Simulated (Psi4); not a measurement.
## Geometry relaxation of SnH3O (part 2 of 2)

Continued. System: SnH3O, multiplicity 2. Method: TPSS/STO-3G, UKS, dispersion D3(BJ) (Psi4 1.11). The geometry comes from this level: PBE0-D4/def2-TZVP (4 decimals).

Geometry of the input (Å):
```
O  0.7074  -0.7329  0.8619
Sn 0.1045  0.3088  -0.7055
H  0.3686  -1.6313  0.8732
H  -1.6068  0.0613  -0.8459
H  0.4763  1.9204  -0.2249
```

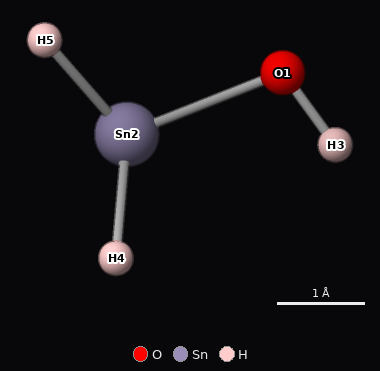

*The geometry at step 21 of the log (ball-and-stick view, seen on its broad side; atoms are numbered from 1 in the order of the input).*

## Trajectory as extended XYZ, continued
```
5
Properties=species:S:1:pos:R:3:forces:R:3 step=7 energy=-164384.13616
O     0.7592   -0.6623    0.9154   -0.1594  -0.1820  -0.1407
Sn    0.0977    0.2995   -0.7123    0.0972   0.2940   0.0710
H     0.3216   -1.6006    0.7989    0.0587   0.0765   0.1117
H    -1.5215    0.1096   -0.8064    0.0533  -0.0526   0.0678
H     0.4198    1.8333   -0.2327   -0.0602  -0.1244  -0.0943
5
Properties=species:S:1:pos:R:3:forces:R:3 step=8 energy=-164384.13950
O     0.7457   -0.6805    0.9112   -0.0168   0.0254  -0.0692
Sn    0.0998    0.3023   -0.7118   -0.1507  -0.1489   0.0197
H     0.3135   -1.6185    0.8078   -0.0471  -0.0097  -0.0050
H    -1.5288    0.0916   -0.7986    0.1988  -0.0104   0.0476
H     0.4084    1.8164   -0.2353    0.0078   0.1589   0.0243
5
Properties=species:S:1:pos:R:3:forces:R:3 step=9 energy=-164384.14090
O     0.7463   -0.6831    0.9004    0.1157   0.0954   0.0965
Sn    0.0994    0.3026   -0.7105    0.1040   0.0274  -0.0474
H     0.3182   -1.6211    0.8126   -0.1139  -0.0913  -0.0629
H    -1.5078    0.0878   -0.7937   -0.0981  -0.0321   0.0260
H     0.4148    1.8268   -0.2370   -0.0211   0.0140   0.0025
5
Properties=species:S:1:pos:R:3:forces:R:3 step=10 energy=-164384.14159
O     0.7461   -0.6822    0.9044    0.0669   0.0706   0.0357
Sn    0.0995    0.3025   -0.7110    0.0083  -0.0379  -0.0223
H     0.3165   -1.6202    0.8108   -0.0897  -0.0619  -0.0421
H    -1.5156    0.0892   -0.7955    0.0136  -0.0237   0.0341
H     0.4124    1.8230   -0.2364   -0.0105   0.0671   0.0103
5
Properties=species:S:1:pos:R:3:forces:R:3 step=11 energy=-164384.14278
O     0.7457   -0.6822    0.9057    0.0193  -0.0083   0.0053
Sn    0.0997    0.3025   -0.7112    0.0297   0.0268   0.0028
H     0.3068   -1.6178    0.8071   -0.0419   0.0041  -0.0121
H    -1.5140    0.0871   -0.7896   -0.0079  -0.0298   0.0247
H     0.4065    1.8279   -0.2368   -0.0112   0.0205  -0.0050
5
Properties=species:S:1:pos:R:3:forces:R:3 step=12 energy=-164384.14325
O     0.7452   -0.6823    0.9071   -0.0356  -0.0964  -0.0287
Sn    0.0999    0.3025   -0.7114    0.0525   0.0970   0.0296
H     0.2964   -1.6151    0.8031    0.0130   0.0783   0.0215
H    -1.5123    0.0848   -0.7832   -0.0311  -0.0365   0.0147
H     0.4000    1.8332   -0.2373   -0.0116  -0.0301  -0.0215
5
Properties=species:S:1:pos:R:3:forces:R:3 step=13 energy=-164384.14412
O     0.7428   -0.6885    0.9043   -0.0152  -0.0705  -0.0138
Sn    0.1004    0.3034   -0.7110    0.0151   0.0566   0.0186
H     0.2853   -1.6168    0.8013    0.0079   0.0674   0.0113
H    -1.5120    0.0756   -0.7771   -0.0177  -0.0254   0.0048
H     0.3934    1.8344   -0.2392   -0.0029  -0.0157  -0.0053
5
Properties=species:S:1:pos:R:3:forces:R:3 step=14 energy=-164384.14458
O     0.7393   -0.6973    0.9004    0.0112  -0.0399   0.0066
Sn    0.1010    0.3046   -0.7105   -0.0391  -0.0013   0.0038
H     0.2697   -1.6192    0.7988    0.0032   0.0584  -0.0024
H    -1.5115    0.0625   -0.7683    0.0028  -0.0087  -0.0095
H     0.3840    1.8362   -0.2420    0.0090   0.0043   0.0173
5
Properties=species:S:1:pos:R:3:forces:R:3 step=15 energy=-164384.14475
O     0.7428   -0.6990    0.8985    0.0069  -0.0188  -0.0021
Sn    0.1006    0.3049   -0.7102   -0.0196  -0.0030   0.0006
H     0.2677   -1.6177    0.7970    0.0003   0.0343   0.0031
H    -1.5106    0.0589   -0.7691   -0.0042  -0.0048  -0.0039
H     0.3850    1.8361   -0.2421    0.0037   0.0050   0.0180
5
Properties=species:S:1:pos:R:3:forces:R:3 step=16 energy=-164384.14430
O     0.7567   -0.7060    0.8909   -0.0173   0.0514  -0.0395
Sn    0.0987    0.3059   -0.7091    0.0584  -0.0093  -0.0118
H     0.2597   -1.6118    0.7898   -0.0052  -0.0482   0.0276
H    -1.5072    0.0444   -0.7721   -0.0309   0.0104   0.0185
H     0.3891    1.8356   -0.2426   -0.0178   0.0076   0.0208
5
Properties=species:S:1:pos:R:3:forces:R:3 step=17 energy=-164384.14481
O     0.7461   -0.7007    0.8967    0.0023  -0.0001  -0.0106
Sn    0.1001    0.3051   -0.7100   -0.0011  -0.0046  -0.0024
H     0.2658   -1.6163    0.7953   -0.0019   0.0127   0.0086
H    -1.5098    0.0555   -0.7698   -0.0107  -0.0012   0.0014
H     0.3860    1.8360   -0.2422   -0.0014   0.0056   0.0187
5
Properties=species:S:1:pos:R:3:forces:R:3 step=18 energy=-164384.14487
O     0.7492   -0.7021    0.8944    0.0052   0.0176  -0.0088
Sn    0.0998    0.3053   -0.7097    0.0007   0.0031  -0.0034
H     0.2635   -1.6146    0.7956   -0.0071  -0.0100   0.0086
H    -1.5100    0.0520   -0.7692   -0.0041   0.0044   0.0053
H     0.3863    1.8360   -0.2397   -0.0073  -0.0029   0.0140
5
Properties=species:S:1:pos:R:3:forces:R:3 step=19 energy=-164384.14492
O     0.7528   -0.7035    0.8918    0.0027   0.0193  -0.0051
Sn    0.0993    0.3056   -0.7094    0.0017   0.0057  -0.0007
H     0.2609   -1.6131    0.7975   -0.0052  -0.0170   0.0063
H    -1.5101    0.0485   -0.7671   -0.0013   0.0085   0.0072
H     0.3856    1.8350   -0.2347   -0.0106  -0.0046   0.0081
5
Properties=species:S:1:pos:R:3:forces:R:3 step=20 energy=-164384.14496
O     0.7560   -0.7045    0.8895    0.0001   0.0109   0.0018
Sn    0.0989    0.3057   -0.7092   -0.0008   0.0063   0.0040
H     0.2593   -1.6121    0.8004   -0.0008  -0.0133   0.0011
H    -1.5104    0.0467   -0.7643   -0.0012   0.0090   0.0069
H     0.3841    1.8335   -0.2285   -0.0099  -0.0011   0.0021
5
Properties=species:S:1:pos:R:3:forces:R:3 step=21 energy=-164384.14497
O     0.7578   -0.7051    0.8882   -0.0025   0.0012   0.0064
Sn    0.0987    0.3058   -0.7091   -0.0037   0.0046   0.0073
H     0.2595   -1.6124    0.8019    0.0032  -0.0048  -0.0030
H    -1.5106    0.0468   -0.7624   -0.0030   0.0068   0.0057
H     0.3824    1.8325   -0.2247   -0.0068   0.0040  -0.0003
5
Properties=species:S:1:pos:R:3:forces:R:3 step=22 energy=-164384.14469
O     0.7648   -0.7075    0.8829   -0.0149  -0.0411   0.0244
Sn    0.0978    0.3061   -0.7086   -0.0154  -0.0009   0.0211
H     0.2602   -1.6132    0.8081    0.0217   0.0330  -0.0197
H    -1.5114    0.0471   -0.7547   -0.0099  -0.0022   0.0007
H     0.3760    1.8284   -0.2096    0.0055   0.0230  -0.0100
5
Properties=species:S:1:pos:R:3:forces:R:3 step=23 energy=-164384.14497
O     0.7585   -0.7054    0.8876   -0.0036  -0.0028   0.0082
Sn    0.0986    0.3058   -0.7091   -0.0049   0.0040   0.0086
H     0.2596   -1.6124    0.8026    0.0049  -0.0012  -0.0047
H    -1.5107    0.0468   -0.7616   -0.0037   0.0059   0.0052
H     0.3818    1.8321   -0.2232   -0.0055   0.0060  -0.0012
5
Properties=species:S:1:pos:R:3:forces:R:3 step=24 energy=-164384.14497
O     0.7579   -0.7052    0.8881   -0.0027   0.0005   0.0067
Sn    0.0987    0.3058   -0.7091   -0.0039   0.0045   0.0075
H     0.2595   -1.6124    0.8020    0.0035  -0.0042  -0.0033
H    -1.5106    0.0468   -0.7623   -0.0032   0.0066   0.0056
H     0.3823    1.8324   -0.2245   -0.0066   0.0043  -0.0004
5
Properties=species:S:1:pos:R:3:forces:R:3 step=25 energy=-164384.14497
O     0.7578   -0.7051    0.8882   -0.0025   0.0010   0.0064
Sn    0.0987    0.3058   -0.7091   -0.0037   0.0046   0.0073
H     0.2595   -1.6124    0.8020    0.0033  -0.0046  -0.0031
H    -1.5106    0.0468   -0.7624   -0.0031   0.0067   0.0056
H     0.3824    1.8325   -0.2247   -0.0067   0.0040  -0.0003
5
Properties=species:S:1:pos:R:3:forces:R:3 step=26 energy=-164384.14497
O     0.7578   -0.7051    0.8882   -0.0025   0.0011   0.0064
Sn    0.0987    0.3058   -0.7091   -0.0037   0.0046   0.0073
H     0.2595   -1.6124    0.8019    0.0032  -0.0047  -0.0030
H    -1.5106    0.0468   -0.7624   -0.0030   0.0068   0.0057
H     0.3824    1.8325   -0.2247   -0.0068   0.0040  -0.0003
5
Properties=species:S:1:pos:R:3:forces:R:3 step=27 energy=-164384.14497
O     0.7578   -0.7051    0.8882   -0.0025   0.0012   0.0064
Sn    0.0987    0.3058   -0.7091   -0.0037   0.0046   0.0073
H     0.2595   -1.6124    0.8019    0.0032  -0.0047  -0.0030
H    -1.5106    0.0468   -0.7624   -0.0030   0.0068   0.0057
H     0.3824    1.8325   -0.2247   -0.0068   0.0040  -0.0003
5
Properties=species:S:1:pos:R:3:forces:R:3 step=28 energy=-164384.14497
O     0.7578   -0.7051    0.8882   -0.0025   0.0012   0.0064
Sn    0.0987    0.3058   -0.7091   -0.0037   0.0046   0.0073
H     0.2595   -1.6124    0.8019    0.0032  -0.0048  -0.0030
H    -1.5106    0.0468   -0.7624   -0.0030   0.0068   0.0057
H     0.3824    1.8325   -0.2247   -0.0068   0.0040  -0.0003
5
Properties=species:S:1:pos:R:3:forces:R:3 step=29 energy=-164384.14497
O     0.7578   -0.7051    0.8882   -0.0025   0.0012   0.0064
Sn    0.0987    0.3058   -0.7091   -0.0037   0.0046   0.0073
H     0.2595   -1.6124    0.8019    0.0032  -0.0048  -0.0030
H    -1.5106    0.0468   -0.7624   -0.0030   0.0068   0.0057
H     0.3824    1.8325   -0.2247   -0.0068   0.0040  -0.0003
5
Properties=species:S:1:pos:R:3:forces:R:3 step=30 energy=-164384.14497
O     0.7578   -0.7051    0.8882   -0.0025   0.0012   0.0064
Sn    0.0987    0.3058   -0.7091   -0.0037   0.0046   0.0073
H     0.2595   -1.6124    0.8019    0.0032  -0.0048  -0.0030
H    -1.5106    0.0468   -0.7624   -0.0030   0.0068   0.0057
H     0.3824    1.8325   -0.2247   -0.0068   0.0040  -0.0003
5
Properties=species:S:1:pos:R:3:forces:R:3 step=31 energy=-164384.14497
O     0.7578   -0.7051    0.8882   -0.0025   0.0012   0.0064
Sn    0.0987    0.3058   -0.7091   -0.0037   0.0046   0.0073
H     0.2595   -1.6124    0.8019    0.0032  -0.0048  -0.0030
H    -1.5106    0.0468   -0.7624   -0.0030   0.0068   0.0057
H     0.3824    1.8325   -0.2247   -0.0068   0.0040  -0.0003
5
Properties=species:S:1:pos:R:3:forces:R:3 step=32 energy=-164384.14497
O     0.7578   -0.7051    0.8882   -0.0025   0.0012   0.0064
Sn    0.0987    0.3058   -0.7091   -0.0037   0.0046   0.0073
H     0.2595   -1.6124    0.8019    0.0032  -0.0048  -0.0030
H    -1.5106    0.0468   -0.7624   -0.0030   0.0068   0.0057
H     0.3824    1.8325   -0.2247   -0.0068   0.0040  -0.0003
5
Properties=species:S:1:pos:R:3:forces:R:3 step=33 energy=-164384.14497
O     0.7578   -0.7051    0.8882   -0.0025   0.0012   0.0064
Sn    0.0987    0.3058   -0.7091   -0.0037   0.0046   0.0073
H     0.2595   -1.6124    0.8019    0.0032  -0.0048  -0.0030
H    -1.5106    0.0468   -0.7624   -0.0030   0.0068   0.0057
H     0.3824    1.8325   -0.2247   -0.0068   0.0040  -0.0003
5
Properties=species:S:1:pos:R:3:forces:R:3 step=34 energy=-164384.14497
O     0.7578   -0.7051    0.8882   -0.0025   0.0012   0.0064
Sn    0.0987    0.3058   -0.7091   -0.0037   0.0046   0.0073
H     0.2595   -1.6124    0.8019    0.0032  -0.0048  -0.0030
H    -1.5106    0.0468   -0.7624   -0.0030   0.0068   0.0057
H     0.3824    1.8325   -0.2247   -0.0068   0.0040  -0.0003
5
Properties=species:S:1:pos:R:3:forces:R:3 step=35 energy=-164384.14497
O     0.7578   -0.7051    0.8882   -0.0025   0.0012   0.0064
Sn    0.0987    0.3058   -0.7091   -0.0037   0.0046   0.0073
H     0.2595   -1.6124    0.8019    0.0032  -0.0048  -0.0030
H    -1.5106    0.0468   -0.7624   -0.0030   0.0068   0.0057
H     0.3824    1.8325   -0.2247   -0.0068   0.0040  -0.0003
```

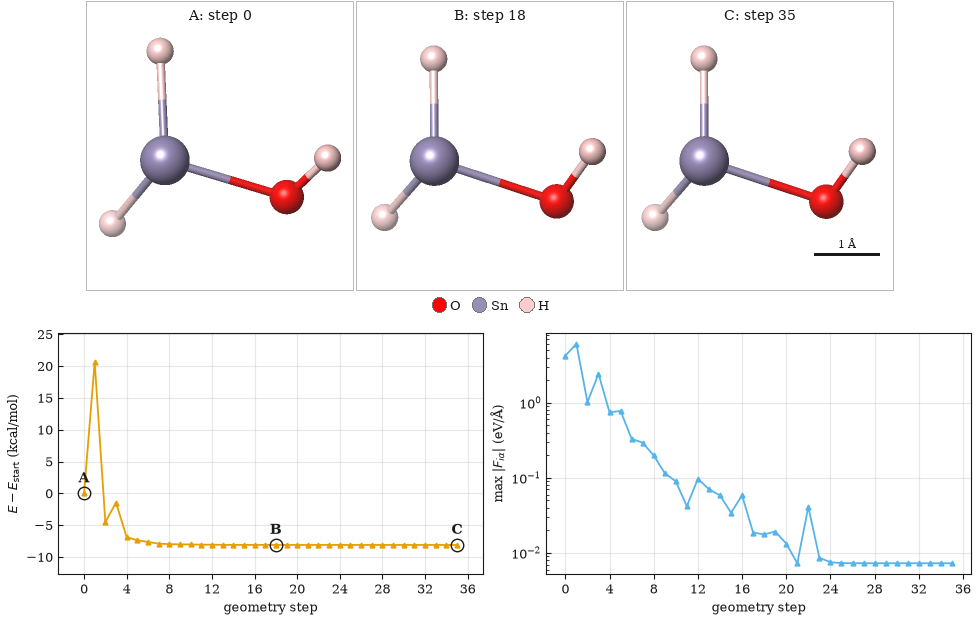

*Frames of the relaxation (ball-and-stick view, seen at a tilt) above the curves, on which the letters mark them (steps are counted from 0).*

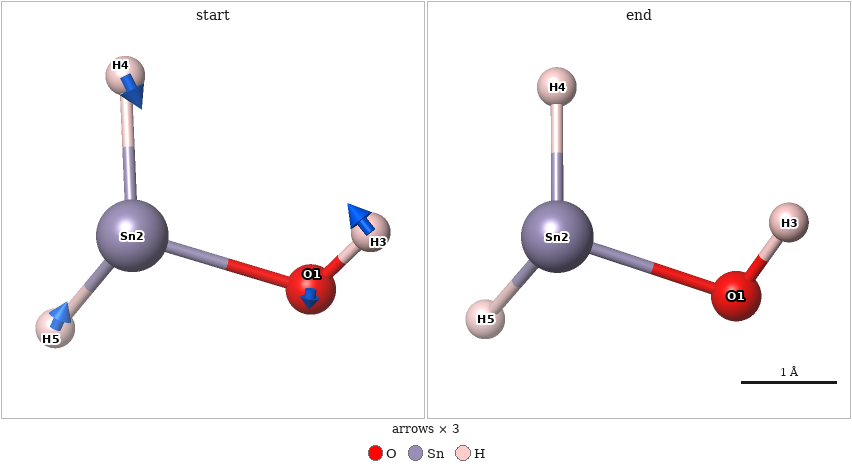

*Before (left) and after (right) the relaxation, at one scale (ball-and-stick view, seen at a tilt). The blue arrows give the displacements, magnified 3 times.*

Over 35 geometry steps the energy falls by 8.10 kcal/mol. Largest force component: 4.2 eV/Å at the start, 0.0073 eV/Å at the end. The largest moves after the best rigid fit, 0.13 Å, are those of H3 and H4. Largest moves by element: H 0.13 Å, O 0.07 Å, Sn 0.02 Å. Among the contacts that change: Sn2–H4 1.735 → 1.631 Å, Sn2–H5 1.722 → 1.627 Å, O1–H3 0.960 → 1.039 Å, O1–Sn2 1.976 → 2.002 Å. Among the angles that change: Sn2–O1–H3 113.3° → 102.5°, H4–Sn2–H5 111.7° → 109.3°. (Atoms are counted from 1 in the order of the input.)
